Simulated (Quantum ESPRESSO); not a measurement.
# Effort and miss along a sweep of ecutwfc: WS₂ (P6_3/mmc, 6 atoms in the cell)

```xyz
6
Lattice="3.1807 0.0000 0.0000 -1.5904 2.7546 0.0000 0.0000 0.0000 12.9640" Properties=species:S:1:pos:R:3 pbc="T T T"
W      0.0000     1.8364     3.2410
W      1.5904     0.9182     9.7230
S      0.0000     1.8364     8.1647
S      1.5904     0.9182     4.7993
S      1.5904     0.9182     1.6827
S      0.0000     1.8364    11.2813
```

Computed with LDA (PW92), PseudoDojo standard norm-conserving (LDA) pseudopotentials (plane waves; Quantum ESPRESSO 7.5).

Base settings: ecutwfc = 70 Ry; occupations = fixed; potentials = {W: W.upf, S: S.upf}; K_POINTS = automatic 10 10 2 0 0 0; nbnd = 32; conv_thr = 1e-09 Ry; mixing_beta = 0.4.

Misses are taken against the tightest run, 91 Ry, which need not be fully converged itself. The energy is the free energy per atom.

The count of work is k-points × plane waves × bands × iterations; it is no time, and leaves out set-up, grids and terms that scale otherwise. Core times come from one kind of shared machine and are given to one figure; runs under 30 s give none.

The starting cell comes from a database of computed structures (which also holds hypothetical and non-ambient phases and stackings), without a prior relaxation at this level. Its lattice was rescaled by a random factor within 2.5 % of one. Spin polarisation is off. In the base run, with a pressure of about -6 GPa the cell is away from its equilibrium volume at this level.

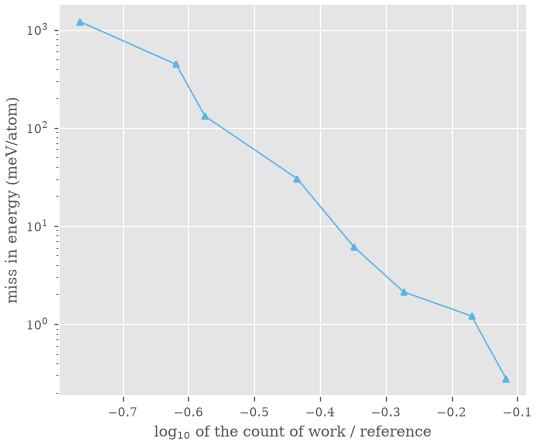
Fig. 1. Miss against the count of work; the reference run is not drawn, and misses under 0.1 meV/atom are drawn there.

| ecutwfc | energy less reference (meV/atom) | pressure less reference (GPa) | largest difference in the force on any atom (eV/Å) | count of work / reference | core time / reference (rough) |
|---|---|---|---|---|---|
| 28 Ry | 1201.08 | -24.10 | 0.058 | 0.17 | 0.2 |
| 35 Ry | 441.26 | -13.45 | 0.043 | 0.24 | 0.3 |
| 42 Ry | 131.26 | -5.80 | 0.010 | 0.27 | 0.2 |
| 49 Ry | 30.30 | -1.83 | 0.008 | 0.37 | 0.5 |
| 56 Ry | 6.13 | -0.35 | 0.006 | 0.45 | 0.5 |
| 63 Ry | 2.12 | -0.03 | 0.005 | 0.53 | 0.5 |
| 70 Ry | 1.21 | -0.02 | 0.003 | 0.68 | 1 |
| 80 Ry | 0.28 | -0.02 | 0.001 | 0.76 | 0.8 |
| 91 Ry | 0.00 | 0.00 | 0.000 | 1.0 | 1 |

Coarsest setting among those run that, with all tighter ones, holds the energy within 20 meV/atom of the reference: 56 Ry, off by 6.1 meV/atom; its saving against the reference is no more than about a factor of 2 in time.

Coarsest setting among those run that, with all tighter ones, holds the energy within 5 meV/atom of the reference: 63 Ry, off by 2.1 meV/atom; its saving against the reference is no more than about a factor of 2 in the count of work.

The step from 28 Ry to 70 Ry: it takes the miss in the energy from 1200 to 1.2 meV/atom, for 3.9 times the count of work and roughly 6 times the time.
